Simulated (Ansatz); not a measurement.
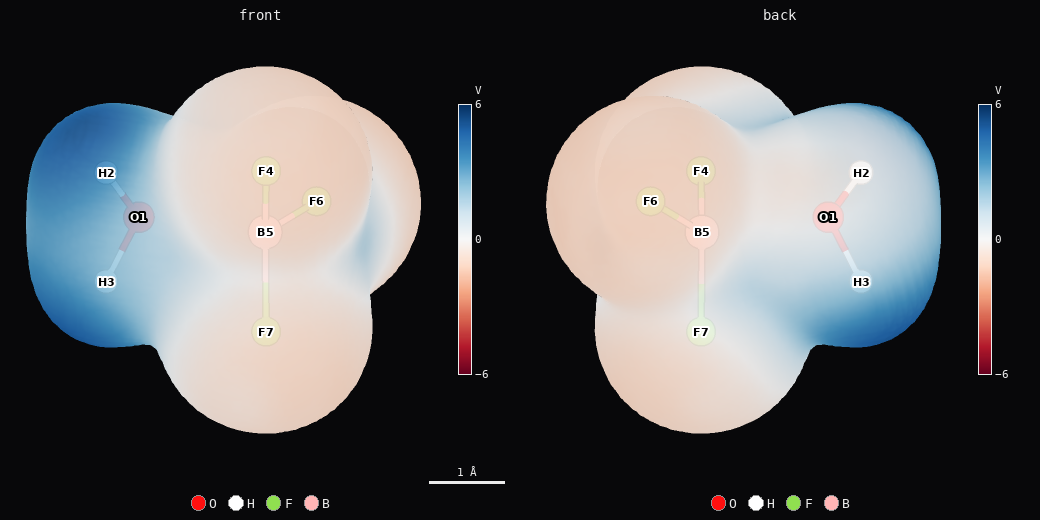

H₂O···BF₃. The molecular electrostatic potential painted on the density surface at 0.004 e/bohr³, seen from the front and from behind; red is negative and blue positive.

Geometry: PBE0-D4/def2-TZVP.

Level of theory: RKS PBE0-D4/def2-TZVPPD (Ansatz).

```json
{"atom": "O", "x (Å)": "-0.2095", "y (Å)": "-0.2184", "z (Å)": "-1.0015"}
{"atom": "H", "x (Å)": "0.6538", "y (Å)": "-0.1905", "z (Å)": "-1.4314"}
{"atom": "H", "x (Å)": "-0.7145", "y (Å)": "0.5453", "z (Å)": "-1.3058"}
{"atom": "F", "x (Å)": "1.3857", "y (Å)": "0.0075", "z (Å)": "0.7905"}
{"atom": "B", "x (Å)": "0.0361", "y (Å)": "-0.0607", "z (Å)": "0.7480"}
{"atom": "F", "x (Å)": "-0.5232", "y (Å)": "-1.1777", "z (Å)": "1.2249"}
{"atom": "F", "x (Å)": "-0.6284", "y (Å)": "1.0946", "z (Å)": "0.9753"}
```

Which sites attract a positive test charge, and which a negative one?

Answer. A positive charge is drawn to the negative regions and a negative charge to the positive ones. The most negative region (about −1.2 V) lies over F6, the most positive (about +5.0 V) over H2 and H3.
